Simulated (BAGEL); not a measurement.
# UHF/3-21G (density fitting with qzvpp-jkfit) run of CH3AlCl (SMILES [CH3][Al][Cl])

Aim: the energy change on altering one bond length of CH3AlCl at UHF/3-21G (density fitting with qzvpp-jkfit), from 2 runs. 

Program for the calculation: BAGEL 1.2.2.

2 further runs of the same task are left out: 2 set aside as unsound or not needed.

## 1. Starting point

CH3AlCl has 6 atoms, charge 0, and is taken as a doublet. As SMILES, `[CH3][Al][Cl]`. The coordinates come from a PBE0-D4/def2-TZVP relaxation.

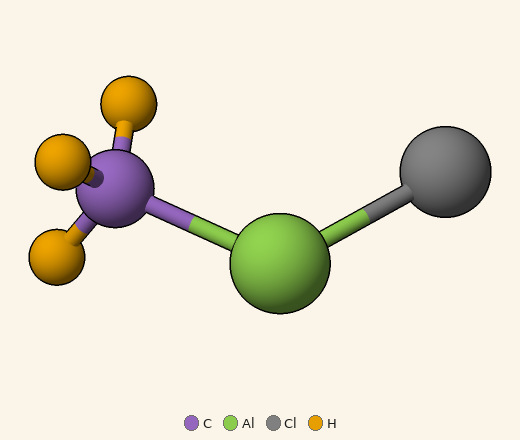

The structure, seen from a chosen angle (carbon purple, aluminium green, chlorine grey, hydrogen amber).

## 2. The energy at UHF/3-21G (density fitting with qzvpp-jkfit)

Contents of input.json:

```json
{ "bagel": [

{
  "title": "molecule",
  "basis": "3-21g",
  "df_basis": "qzvpp-jkfit",
  "angstrom": true,
  "geometry": [
    { "atom": "C", "xyz": [      -0.441400,       0.449000,      -0.287200 ] },
    { "atom": "Al", "xyz": [       0.123100,      -1.352900,       0.254500 ] },
    { "atom": "Cl", "xyz": [       2.028600,      -1.546300,       1.168800 ] },
    { "atom": "H", "xyz": [       0.335300,       1.177300,      -0.041400 ] },
    { "atom": "H", "xyz": [      -1.368200,       0.727800,       0.222100 ] },
    { "atom": "H", "xyz": [      -0.635200,       0.481000,      -1.363100 ] }
  ]
},

{ "title": "uhf", "nopen": 1 },

{ "title": "print", "file": "orbitals.molden", "orbitals": true }

]}
```

The run is started by

```console
BAGEL_NUM_THREADS=1 BAGEL input.json > input.out
```

The log of the run:

```text
* using 1 threads per process

  ===============================================================
  ===============================================================

  *** Geometry ***

  { "atom" : "C", "xyz" : [     -0.834125,      0.848487,     -0.542729 ] },
  { "atom" : "Al", "xyz" : [      0.232625,     -2.556610,      0.480935 ] },
  { "atom" : "Cl", "xyz" : [      3.833498,     -2.922084,      2.208712 ] },
  { "atom" : "H", "xyz" : [      0.633625,      2.224775,     -0.078235 ] },
  { "atom" : "H", "xyz" : [     -2.585523,      1.375343,      0.419708 ] },
  { "atom" : "H", "xyz" : [     -1.200354,      0.908958,     -2.575886 ] },

  Number of auxiliary basis functions:      385

  Since a DF basis is specified, we compute 2- and 3-index integrals:
    o Being stored without compression. Storage requirement is 0.005 GB

  Number of basis functions:       41
  Number of electrons      :       39

    * METHOD: MOLECULE                             0.10

  *** Open-shell HF ***

  === Nuclear Repulsion ===
   116.1503370439

      * DIIS with orbital gradients will be used.

  === UHF iteration (3-21g) ===
      0       -737.25836339          0.03640504           0.04
      1       -737.32581276          0.01336675           0.04
      2       -737.33649785          0.00610591           0.04
      3       -737.33857911          0.00118756           0.04
      4       -737.33920500          0.00041849           0.04
      5       -737.33929875          0.00018264           0.04
      6       -737.33932903          0.00006174           0.04
      7       -737.33933484          0.00002545           0.04
      8       -737.33933629          0.00000530           0.04
      9       -737.33933641          0.00000180           0.03
     10       -737.33933643          0.00000069           0.03
     11       -737.33933643          0.00000021           0.03
     12       -737.33933643          0.00000007           0.03
     13       -737.33933643          0.00000003           0.03
     14       -737.33933643          0.00000002           0.04
     15       -737.33933643          0.00000000           0.04
    * SCF iteration converged.

    * S^2 (UHF) is 0.7546

    * Permanent dipole moment:
           (    1.208820,    -0.188109,     0.590154) a.u.

    * METHOD: UHF                                  0.65

    * METHOD: PRINT                                0.00

  ===============================================================
```

Wall time 0.89 s (1 thread of Arm Neoverse V1, shared host).

## 3. The distorted shape at the same level

Contents of input.json:

```json
{ "bagel" : [

{
  "title" : "molecule",
  "basis" : "3-21g",
  "df_basis" : "qzvpp-jkfit",
  "angstrom" : true,
  "geometry" : [
    { "atom" : "C", "xyz" : [      -0.412336,       0.444201,      -0.125850 ] },
    { "atom" : "Al", "xyz" : [       0.152164,      -1.357699,       0.415850 ] },
    { "atom" : "Cl", "xyz" : [       2.057664,      -1.551099,       1.330150 ] },
    { "atom" : "H", "xyz" : [       0.364364,       1.172501,       0.119950 ] },
    { "atom" : "H", "xyz" : [      -1.339136,       0.723001,       0.383450 ] },
    { "atom" : "H", "xyz" : [      -0.635200,       0.481000,      -1.363100 ] }
  ]
},

{ "title" : "uhf", "nopen" : 1 },

{ "title" : "print", "file" : "orbitals.molden", "orbitals" : true }

]}
```

The run is started by

```console
BAGEL_NUM_THREADS=1 BAGEL input.json > input.out
```

The log of the run:

```text
* using 1 threads per process

  ===============================================================
  ===============================================================

  *** Geometry ***

  { "atom" : "C", "xyz" : [     -0.779202,      0.839418,     -0.237822 ] },
  { "atom" : "Al", "xyz" : [      0.287548,     -2.565679,      0.785843 ] },
  { "atom" : "Cl", "xyz" : [      3.888421,     -2.931152,      2.513619 ] },
  { "atom" : "H", "xyz" : [      0.688548,      2.215706,      0.226673 ] },
  { "atom" : "H", "xyz" : [     -2.530600,      1.366274,      0.724615 ] },
  { "atom" : "H", "xyz" : [     -1.200354,      0.908958,     -2.575886 ] },

  Number of auxiliary basis functions:      385

  Since a DF basis is specified, we compute 2- and 3-index integrals:
    o Being stored without compression. Storage requirement is 0.005 GB

  Number of basis functions:       41
  Number of electrons      :       39

    * METHOD: MOLECULE                             0.10

  *** Open-shell HF ***

  === Nuclear Repulsion ===
   115.5529677597

      * DIIS with orbital gradients will be used.

  === UHF iteration (3-21g) ===
      0       -737.24716605          0.03497691           0.04
      1       -737.31194849          0.01291995           0.04
      2       -737.32252068          0.00619224           0.04
      3       -737.32466283          0.00127539           0.03
      4       -737.32536406          0.00046327           0.04
      5       -737.32547293          0.00020008           0.04
      6       -737.32550981          0.00006175           0.04
      7       -737.32551597          0.00002472           0.04
      8       -737.32551747          0.00000524           0.04
      9       -737.32551758          0.00000174           0.04
     10       -737.32551761          0.00000070           0.04
     11       -737.32551762          0.00000029           0.04
     12       -737.32551762          0.00000010           0.04
     13       -737.32551762          0.00000006           0.04
     14       -737.32551762          0.00000003           0.04
     15       -737.32551762          0.00000002           0.04
     16       -737.32551762          0.00000001           0.03
     17       -737.32551762          0.00000001           0.04
    * SCF iteration converged.

    * S^2 (UHF) is 0.7545

    * Permanent dipole moment:
           (    1.195906,    -0.180584,     0.554814) a.u.

    * METHOD: UHF                                  0.74

    * METHOD: PRINT                                0.00

  ===============================================================
```

Wall time 0.97 s (1 thread of Arm Neoverse V1, shared host).

## 4. Summary of results

At UHF/3-21G (density fitting with qzvpp-jkfit):

| quantity | value |
| --- | --- |
| first shape: total energy | -737.33934 Eh |
| first shape: dipole moment | 3.45 D |
| first shape: ⟨S²⟩ | 0.755 |
| distorted shape: total energy | -737.32552 Eh |
| distorted shape: dipole moment | 3.38 D |
| distorted shape: ⟨S²⟩ | 0.754 |
| energy change with the C1–H6 bond stretched from 1.094 to 1.258 Å | 0.376 eV |

What this shows: With the C1–H6 bond stretched from 1.094 to 1.258 Å the energy rises by 0.38 eV (8.7 kcal/mol). The first shape isn't relaxed at this level, so the change isn't measured from a minimum.
